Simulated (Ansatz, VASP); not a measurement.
# Cross-check of TiSi between VASP and Ansatz, part 2 of 2

One calculation is typed for both programs; each brings its own data sets and cutoff. How far apart do they land? The cell is generated by rule, not measured, and may not be a known phase. The cell comes out of the VASP series on this material, whose earlier steps may have relaxed, scaled or displaced it; both programs get it as it stands.

VASP 6.6.1 and Ansatz 0.2.0.

So far. Step 2 (VASP: band structure, PBEsol): The run ends at a pressure of -17.56 GPa.

**5. VASP: band structure, PBEsol, spin-orbit coupling**

Level of this step: PBEsol, spin-orbit coupling; plane waves and PAW (Ti_sv, Si); invented cell (VASP).

The same path points are solved in both programs, so levels can be compared one by one.

The input, INCAR:

```
SYSTEM = TiSi
PREC = Accurate
ENCUT = 400
EDIFF = 1E-06
NELM = 100
ISMEAR = 0
SIGMA = 0.02
LREAL = .FALSE.
ALGO = Normal
GGA = PS
LNONCOLLINEAR = .TRUE.
MAGMOM = 0 0 0 0 0 0
NBANDS = 28
GGA_COMPAT = .FALSE.
LASPH = .TRUE.
LSORBIT = .TRUE.
LMAXMIX = 4
LORBIT = 11
LWAVE = .FALSE.
LCHARG = .FALSE.
KPAR = 4
ISIF = 2
```

The input, POSCAR:

```
TiSi
1.0
    0.0000000000      2.7050000000      2.7050000000
    2.7050000000      0.0000000000      2.7050000000
    2.7050000000      2.7050000000      0.0000000000
Ti Si
1 1
Direct
    0.0000000000      0.0000000000      0.0000000000
    0.5000000000      0.5000000000      0.5000000000
```

The input, KPOINTS:

```
Automatic mesh
0
Gamma
10 10 10
0 0 0
```

The input, KPOINTS_OPT:

```
Line mode
16
Line-mode
Reciprocal
  0.00000000   0.00000000   0.00000000 GAMMA
  0.50000000   0.00000000   0.50000000 X

  0.50000000   0.00000000   0.50000000 X
  0.50000000   0.25000000   0.75000000 W

  0.50000000   0.25000000   0.75000000 W
  0.37500000   0.37500000   0.75000000 K

  0.37500000   0.37500000   0.75000000 K
  0.00000000   0.00000000   0.00000000 GAMMA

  0.00000000   0.00000000   0.00000000 GAMMA
  0.50000000   0.50000000   0.50000000 L

  0.50000000   0.50000000   0.50000000 L
  0.62500000   0.25000000   0.62500000 U

  0.62500000   0.25000000   0.62500000 U
  0.50000000   0.25000000   0.75000000 W

  0.50000000   0.25000000   0.75000000 W
  0.50000000   0.50000000   0.50000000 L

  0.50000000   0.50000000   0.50000000 L
  0.37500000   0.37500000   0.75000000 K

  0.62500000   0.25000000   0.62500000 U
  0.50000000   0.00000000   0.50000000 X
```

Potentials, in the order of the species: Ti_sv and Si (PBE family, release 64).

The run is started by

```bash
$ mpirun -np 4 vasp_ncl
```

Numbers of over 12 decimals in the logs are rounded to 6 here.

What it wrote:

```text
[banner, memory and clock lines left out]
running    4 mpi-ranks, on    1 nodes
[...]
[... a notice as in an earlier step ...]

 LDA part: xc-table for (Slater+PW92), standard interpolation
 POSCAR, INCAR and KPOINTS ok, starting setup
[...]
entering main loop
       N       E                     dE             d eps       ncg     rms          rms(c)
DAV:   1     0.141257171854E+03    0.14126E+03   -0.63277E+03  2640   0.100E+03
DAV:   2    -0.327931722835E+01   -0.14454E+03   -0.13823E+03  2720   0.327E+02
DAV:   3    -0.166707595944E+02   -0.13391E+02   -0.13035E+02  4288   0.926E+01
DAV:   4    -0.176087882707E+02   -0.93803E+00   -0.92546E+00  3604   0.199E+01
[...]
DAV:  12    -0.145783191405E+02    0.58593E-05   -0.26674E-05  3080   0.577E-02    0.328E-02
DAV:  13    -0.145783176643E+02    0.14762E-05   -0.20254E-06  2836   0.133E-02    0.189E-02
DAV:  14    -0.145783176000E+02    0.64316E-07   -0.40767E-07  1560   0.721E-03
   1 F= -.14578318E+02 E0= -.14578258E+02  d E =-.118879E-03  mag=    -0.0000     0.0000     0.0000
 Start KPOINTS_OPT (optional k-point list driver)
k-point batch [1-47\160]
       N       E                     dE             ncg
DAV:   1    -0.381876801080E+04   -0.23822E+05     2632
DAV:   2    -0.105103421606E+05   -0.66916E+04     2760
DAV:   3    -0.111200039059E+05   -0.60966E+03     3852
DAV:   4    -0.111640610019E+05   -0.44057E+02     3548
DAV:   5    -0.111664637817E+05   -0.24028E+01     3420
DAV:   6    -0.111664817639E+05   -0.17982E-01     3212
DAV:   7    -0.111664822628E+05   -0.49897E-03     3524
DAV:   8    -0.111664822698E+05   -0.69896E-05     2896
DAV:   9    -0.111664822701E+05   -0.29514E-06     1896
[...]
k-point batch [142-160\160]
       N       E                     dE             ncg
DAV:   1     0.113940934972E+05   -0.11662E+05     1072
DAV:   2     0.870343168405E+04   -0.26907E+04     1124
DAV:   3     0.846715663406E+04   -0.23628E+03     1504
DAV:   4     0.845117183043E+04   -0.15985E+02     1492
DAV:   5     0.845030324588E+04   -0.86858E+00     1316
DAV:   6     0.845029804484E+04   -0.52010E-02     1268
DAV:   7     0.845029788326E+04   -0.16157E-03     1364
DAV:   8     0.845029788050E+04   -0.27595E-05     1120
DAV:   9     0.845029788038E+04   -0.12108E-06      748
```

Parts of OUTCAR (step 5):

```text
  Total       -4.3269329     -4.3269329     -4.3269329     -0.0000000     -0.0000000      0.0000000
  in kB     -175.1293501   -175.1293501   -175.1293501     -0.0000000     -0.0000000      0.0000000
  external PRESSURE =    -175.1293501 kB  Pullay stress =       0.0000000 kB

 POSITION                                       TOTAL-FORCE (eV/Angst)
 -----------------------------------------------------------------------------------
      0.00000      0.00000      0.00000         0.000000     -0.000000      0.000000
      2.70500      2.70500      2.70500        -0.000000      0.000000     -0.000000
 -----------------------------------------------------------------------------------
    total drift:                               -0.000000      0.000000      0.000000

  FREE ENERGIE OF THE ION-ELECTRON SYSTEM (eV)
  ---------------------------------------------------
  free  energy   TOTEN  =       -14.5783176000 eV

  energy  without entropy=      -14.5781987208  energy(sigma->0) =      -14.57825816

 magnetization (x)
# of ion       s       p       d       tot
------------------------------------------
    1        0.000  -0.000   0.000  -0.000
    2        0.000  -0.000   0.000  -0.000
--------------------------------------------------
tot          0.000  -0.000   0.000  -0.000

 magnetization (y)
# of ion       s       p       d       tot
------------------------------------------
    1       -0.000   0.000   0.000   0.000
    2        0.000   0.000   0.000   0.000
--------------------------------------------------
tot         -0.000   0.000   0.000   0.000

 magnetization (z)
# of ion       s       p       d       tot
------------------------------------------
    1        0.000  -0.000   0.000  -0.000
    2       -0.000   0.000   0.000   0.000
--------------------------------------------------
tot         -0.000  -0.000   0.000  -0.000

[... 1 part as in an earlier step ...]

[... 2 further parts left out ...]
[key lines of the parts left out:]
E-fermi :   6.3122
```

The run ends at a pressure of -17.51 GPa.

**6. Ansatz: band structure, PBEsol, spin-orbit coupling**

The same cell, functional, mesh and smearing now go to Ansatz, which takes its cutoff from its data sets.

The cell comes out of the VASP series on this material, whose earlier steps may have relaxed, scaled or displaced it; both programs get it as it stands.

The input, input.yaml:

```yaml
crystal:
  lattice:
    - [0.0, 2.705, 2.705]
    - [2.705, 0.0, 2.705]
    - [2.705, 2.705, 0.0]
  atoms:
    - { symbol: Ti, position: [0.0, 0.0, 0.0] }
    - { symbol: Si, position: [0.5, 0.5, 0.5] }
hamiltonian:
  xc: pbesol
  pseudopotentials: { kind: paw_fr }
magnetization:
  noncollinear: true
  spin_orbit: true
kpoints:
  mp_grid: { grid: [10, 10, 10] }
  band_path:
    path:
      - [0.0, 0.0, 0.0]
      - [0.16667, 0.0, 0.16667]
      - [0.33333, 0.0, 0.33333]
      - [0.5, 0.0, 0.5]
      - [0.5, 0.08333, 0.58333]
      - [0.5, 0.18333, 0.68333]
      - [0.5, 0.25, 0.75]
      - [0.45, 0.3, 0.75]
      - [0.40833, 0.34167, 0.75]
      - [0.35, 0.35, 0.7]
      - [0.225, 0.225, 0.45]
      - [0.075, 0.075, 0.15]
      - [0.03333, 0.03333, 0.03333]
      - [0.23333, 0.23333, 0.23333]
      - [0.4, 0.4, 0.4]
      - [0.51667, 0.46667, 0.51667]
      - [0.55833, 0.38333, 0.55833]
      - [0.60833, 0.28333, 0.60833]
      - [0.60833, 0.25, 0.64167]
      - [0.55833, 0.25, 0.69167]
      - [0.51667, 0.25, 0.73333]
      - [0.5, 0.3, 0.7]
      - [0.5, 0.38333, 0.61667]
      - [0.5, 0.48333, 0.51667]
      - [0.475, 0.475, 0.55]
      - [0.425, 0.425, 0.65]
      - [0.38333, 0.38333, 0.73333]
      - [0.59167, 0.18333, 0.59167]
      - [0.55, 0.1, 0.55]
      - [0.5, 0.0, 0.5]
    npoints: 1
scf:
  occupations: { method: gaussian, width: 0.02 }
  n_extra_bands: 14
output:
  forces: true
  stress: true
  eigenvalues: true
```

The run is started by

```bash
$ ansatz run input.yaml --threads 2 --pin off --max-ram 4608MiB --backend cpu --events-out ev --progress --plain --runs-dir out
```

What it wrote:

```text
[...]
non-collinear run that drives no moment, with spin-orbit: no starting moment large enough to seed its density (crystal.atoms[].spin), no starting occupations that ask for one, no magnetisation constraint and no magnetic field, so the semilocal B_xc is pinned to zero
Crystal: 2 atoms, lattice volume = 39.585 Å³
[...]
k-point 0: bands = [... 12 lower, 8.7661, 8.7661, 8.7897, 8.7897, 9.0038, 9.0038, 9.0038, 9.0038, ... 10 higher]
  k-point 1: bands = [... 12 lower, 8.6316, 8.6316, 8.6534, 8.6534, 8.9248, 8.9248, 8.9386, 8.9386, ... 10 higher]
  k-point 2: bands = [... 12 lower, 8.1170, 8.1170, 8.1240, 8.1240, 9.1610, 9.1610, 9.1681, 9.1681, ... 10 higher]
  k-point 46: bands = [... 12 lower, 6.4391, 6.4391, 6.9896, 6.9896, 9.9806, 9.9806, 10.2529, 10.2529, ... 10 higher]
[key lines of the parts left out:]
SCF converged after 8 iterations
Magnetization: |M| = 0.0000 μB,  M = (+0.0000, +0.0000, +0.0000) μB
Free energy (F): -3095.945642 eV
Fermi energy:    8.695866 eV
P = ⅓ Tr σ = -17.3646 GPa (-173.646 kbar)
```

Elapsed: 8.7 s, on 2 threads of Arm Neoverse V2, shared host; peak memory 0.46 GiB; 17 s of CPU time.

**7. Side by side**

What differs besides the data sets and the points named for the pairs above, as far as they apply: spin-orbit coupling enters by fully relativistic files in Ansatz and inside the spheres in VASP. Total energies have different zeros and are not compared.

Both answers:

| quantity | Ansatz | VASP | difference |
| --- | --- | --- | --- |
| pressure (GPa) | -17.36 | -17.51 | +0.15 |

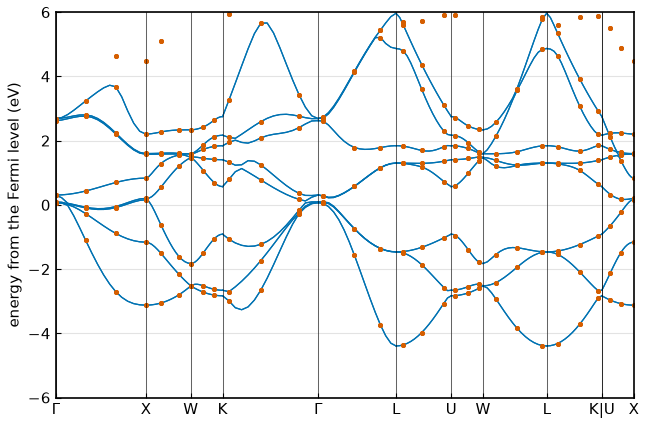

Bands from VASP (lines) and levels from Ansatz (dots). Dots without a line are higher empty bands that the VASP plot leaves out.

Levels from 3 eV below to 2 eV above the Fermi level differ by 3 meV r.m.s. and 9 meV at most; each VASP level is matched to the nearest of Ansatz, which flatters the figure a little.

**8. What came out**

```json
{
  "r.m.s. difference of levels near the Fermi level (band structure, PBEsol)": "3.1 meV",
  "r.m.s. difference of levels near the Fermi level (band structure, PBEsol, spin-orbit coupling)": "3.1 meV"
}
```

**Reading.** The r.m.s. difference of levels near the Fermi level is 3.1 meV (band structure, PBEsol), within the 80 meV picked in this series as the mark of a large difference. Differences of this kind measure data sets and numerical settings, not the functional's error against experiment.

[Lines on the potential files, build, host, timing and source positions are cut from VASP's logs without a mark.]

[Logs are printed without paths, hosts, clocks, repeated set-up lines and the standing remarks that a program may print on its own settings, such as how far it seeks lower states.]

[Hosts, paths, dates, database ids (printed as entryN), source tags and the programs' standing remarks are cut or masked in the printed files.]
